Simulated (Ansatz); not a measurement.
# Band gap of GaSi2P (zincblende [110] superlattice) (Pmn2_1) from density functionals to GW, part 2 of 2

Wanted: a ladder of band gaps for GaSi2P (zincblende [110] superlattice) (Pmn2_1), from density functionals to G0W0.

Ansatz 0.2.0; density functionals, hybrids and G0W0, plane waves, PAW. Known limits of the many-body steps: finite bands, screening cutoff and k mesh; no spin-orbit coupling in G0W0; d shells not analysed.

So far. Step 3 (PBEsol+SOC on the 6×4×4 mesh): Over mesh and listed points the gap is 0.764 eV, from k = Γ to k = (0.000, -0.150, 0.000). The least direct gap found is 0.833 eV, at k = Γ. On the 6×4×4 mesh alone the same run gives 0.810 eV, so that mesh misses an edge of PBEsol+SOC: 0.810 − 0.764 = +0.046 eV. PBEsol+SOC against PBEsol: 0.764 − 0.775 = −0.011 eV, with the same mesh, set of files (read in its fully relativistic form for the spin-orbit run) and cutoff, and both edges at the same k points.

The structure was built from a prototype and need not be the compound's stable phase.

## Step 5: G0W0@PBEsol, 6×4×4 mesh, 710 empty bands, screening to 156 eV, PAW set soft_1 files

G0W0 replaces the xc potential by a self-energy built once from the orbitals of the start. Levels are corrected in the window of bands that the input names, at points of the mesh.

This step: G0W0 on PBEsol, plane waves, PAW; PAW set soft_1.

input.yaml

```yaml
crystal:
  lattice:
    - [3.8421553024, 0.0, 0.0]
    - [0.0, 5.4375168448, -2.7834e-06]
    - [0.0, -3.9364e-06, 7.6837588716]
  atoms:
    - { symbol: Ga, position: [0.0, 0.0105503467, 0.1195680423] }
    - { symbol: P, position: [0.5, 0.265858019, 0.1263065394] }
    - { symbol: Ga, position: [0.5, 0.5105504621, 0.3815065334] }
    - { symbol: P, position: [0.0, 0.7658579839, 0.3747682615] }
    - { symbol: Si, position: [0.0, -0.0124352107, 0.625188481] }
    - { symbol: Si, position: [0.5, 0.2360271271, 0.6275191079] }
    - { symbol: Si, position: [0.5, 0.4875643784, 0.8758866051] }
    - { symbol: Si, position: [0.0, 0.7360268935, 0.873555144] }
kpoints:
  mp_grid: { grid: [6, 4, 4] }
hamiltonian:
  xc: pbesol
  pseudopotentials: { kind: paw, azcp: { folder: soft_1 }, xc_functional: pbe }
scf:
  occupations: { method: fixed }
gw:
  n_empty_bands: 710
  ecut_chi: 156.0
  qp_bands: [v2, c2]
  qp_kpoints: band_edges
  screening: { model: contour_deformation }
```

Command:

```console
$ ansatz run input.yaml --threads 32 --pin off --max-ram 82944MiB --backend cuda --events-out ev --progress --plain --runs-dir out --devices 1 --max-vram 78GiB
```

Numbers of over 12 decimals in the logs are rounded to 6 here.

Output:

```text
[...]
GPUs: using 1 of 1 available (devices: 1).
[...]
concurrent solve slots: 18 of 32 are kept, ahead of what memory takes: no pass of the eigensolver takes more rounds on 18
[...]
Crystal: 8 atoms, lattice volume = 160.527 Å³
Basis set: ecut = 420 eV, 3115 PW (Γ)
[...]
SCF 1 converged in 8 iterations: F = -11453.883925 eV  dr2 = 9.65e-8
[...]
SCF converged after 8 iterations
[...]
2    26      6.5046   -14.9857     0.8940   -13.5568  0.7594     5.9668     5.9697  root
     2    27      7.9197    -6.3376    -3.9338   -10.3686  0.7755     8.0170     8.0168  root
[...]
33    25      5.5318   -15.1305     1.2146   -13.3714  0.7554     4.9833     4.9872  root
    33    26      5.5318   -15.1305     1.2146   -13.3714  0.7554     4.9833     4.9872  root
    33    27      8.1431    -8.9573    -3.9167   -13.0521  0.7742     8.3215     8.3212  root
    33    28      8.1431    -8.9573    -3.9167   -13.0521  0.7742     8.3215     8.3212  root
```

It took 71 s on 1 × NVIDIA GB200 (shared by 2 runs) with 32 threads of Arm Neoverse V2, shared host; peak memory 5.3 GiB.

This step gave:

```yaml
bands_summed: 736
rpa_eps_infinity_on_this_mesh_eigenvalues: 12.01, 12.82, 12.94
plane_waves_in_the_screening_matrix: 719
g0w0_gap_over_the_corrected_points: 1.428 eV
k_of_the_valence_top: 0, 0, 0
k_of_the_conduction_bottom: -0.5, 0, 0
starting_gap_on_the_mesh: 0.8219 eV
z_at_the_valence_top: 0.7618
z_at_the_conduction_bottom: 0.7820
least_direct_g0w0_gap_over_the_corrected_points: 1.444 eV
```

Over 15 of 36 irreducible mesh points the G0W0 gap is 1.428 eV, from k = Γ to k = (-0.500, 0.000, 0.000). The PBEsol gap of this run on the mesh is 0.822 eV. Other states bound it: the two that bound the G0W0 gap lie 0.832 eV apart in PBEsol, so state for state the correction is 1.428 − 0.832 = +0.596 eV, while gap against gap it is 1.428 − 0.822 = +0.606 eV. The program's warnings for this run: structure snapped to symmetry.

## Step 6: All levels together

Each gap is the least one over the points named; times are wall times on shared hosts, not benchmarks. A G0W0 time includes the run's own self-consistent start. Runs with listed points see these and the mesh alone, so an edge that moves elsewhere is missed. Rows marked * are further runs, not shown as steps, whose inputs differ from the G0W0 step on the same start in the columns given; solver thresholds can differ too.

| level | mesh | files, cutoff | bands summed, screening | points | gap (eV) | valence top | conduction bottom | least direct gap (eV) | time |
| --- | --- | --- | --- | --- | --- | --- | --- | --- | --- |
| PBEsol | 6×4×4 | soft_1 PAW, 420 eV | - | mesh and path | 0.775 | Γ | (0.000, -0.150, 0.000) | 0.845 | 1.7 s |
| PBEsol+SOC | 6×4×4 | soft_1 PAW, 420 eV | - | mesh and listed points | 0.764 | Γ | (0.000, -0.150, 0.000) | 0.833 | 2.1 s |
| HSE06 | 4×4×2 | soft_1 PAW, 420 eV | - | mesh and listed points | 1.515 | Γ | (0.000, -0.150, 0.000) | 1.581 | 6.5 s |
| G0W0@PBEsol* | 6×4×4 | soft_1 PAW, 420 eV | 316, 86 eV | 15 of 36 irreducible mesh points | 1.323 | Γ | (-0.500, 0.000, 0.000) | 1.342 | 14 s |
| G0W0@PBEsol | 6×4×4 | soft_1 PAW, 420 eV | 736, 156 eV | 15 of 36 irreducible mesh points | 1.428 | Γ | (-0.500, 0.000, 0.000) | 1.444 | 71 s |

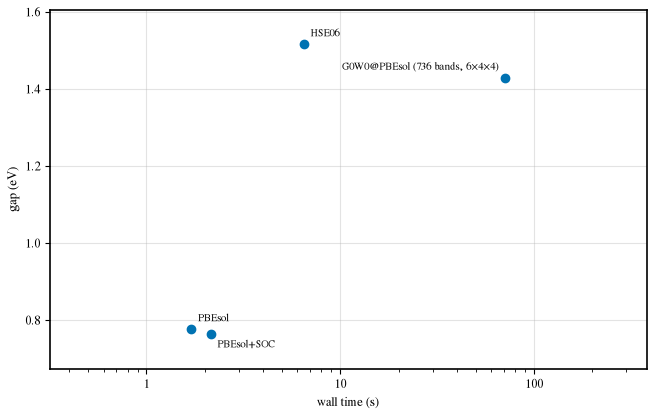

Gap against wall time for the runs shown as steps.

## Step 7: Summary of results

| Quantity | Value |
| --- | --- |
| PBEsol, over mesh and path | 0.775 eV |
| PBEsol+SOC, over mesh and listed points | 0.764 eV |
| HSE06, over mesh and listed points | 1.515 eV |
| G0W0@PBEsol (736 bands, 6×4×4), over 15 of 36 irreducible mesh points | 1.428 eV |
| known limits | finite bands, screening cutoff and k mesh; no spin-orbit coupling in G0W0; d shells not analysed |

**Reading.** The rows run from 0.764 eV (PBEsol+SOC) to 1.515 eV (HSE06). They differ in mesh, bands and screening cutoff of G0W0 and the points over which the gap was sought as well as in level, so only pairs that share these are like for like. PBEsol+SOC against PBEsol: 0.764 − 0.775 = −0.011 eV, with the same mesh, set of files (read in its fully relativistic form for the spin-orbit run) and cutoff, and both edges at the same k points. The spin-orbit run sees mesh and listed points alone, so its gap is an upper bound: the coupling can move an edge off these points, the more so as this crystal has no centre of inversion, and the change over the zone, its sign included where it is small, is not known. G0W0@PBEsol (736 bands, 6×4×4) moves the gap of its own start on the mesh by 1.428 − 0.822 = +0.606 eV, with other states at the edges (they lie 0.832 eV apart at the start). Over mesh and path, PBEsol puts the conduction bottom at k = (0.000, -0.150, 0.000), where no G0W0 correction was computed. The G0W0 gap over the whole zone is therefore not known from this run; at its settings it can only be equal to or under the 1.428 eV found, and no correction is carried over from another point. For the start itself the gap is 0.775 eV over mesh and path and 0.822 eV on the mesh of the G0W0 run. What spin-orbit coupling does to the G0W0 levels was not computed, so no sum with the G0W0 gap is formed. For G0W0@PBEsol: from 316 bands and 86 eV to 736 bands and 156 eV the gap moves by 1.428 − 1.323 = +0.105 eV; bands and screening cutoff rise together, so their parts are not told apart. Two runs can't test a law of convergence, so the limit is not known. For G0W0@PBEsol (736 bands, 6×4×4): the program's warnings for this run: structure snapped to symmetry. For the further run with 316 bands on the 6×4×4 mesh, the program warns: structure snapped to symmetry. The G0W0 runs are scalar-relativistic. One-shot GW is known to converge slowly in bands for compounds with shallow d shells. The cell holds Ga; the filling of the d shell and its place against the gap were not analysed here. No pair of G0W0 runs that differ in the mesh alone is shown (6×4×4 is a supercell whose nearest images lie 22 Å apart), so the error from the mesh is not known here. G0W0 is shown with one set of atomic data (soft_1 PAW), so the error from the files is not known here.

[Paths, hosts, dates, memory and timing lines, banners, echoed tables and standing remarks are left out of the program output.]

[Logs are printed without paths, hosts, clocks, repeated set-up lines and the standing remarks that a program may print on its own settings, such as how far it seeks lower states.]

[Runs of the session that timed out or met a known fault of the program may be left out.]

[Cells called generated may have been cut or substituted from an entry of the Crystallography Open Database or the Materials Project.]

[Hosts, paths, dates, database ids (printed as entryN), source tags and the programs' standing remarks are cut or masked in the printed files.]

[Where an RPA ε∞ is given, it is that of the G0W0 mesh and is not shown converged in it. Names of k-points follow the symmetry that the program found, which can be lower than the space group named. Band edges on a path are those of the sampled points; other points can move an edge, and change direct to indirect where valleys lie close.]

[Hybrid gaps are those of their k-mesh and are not shown converged in it.]
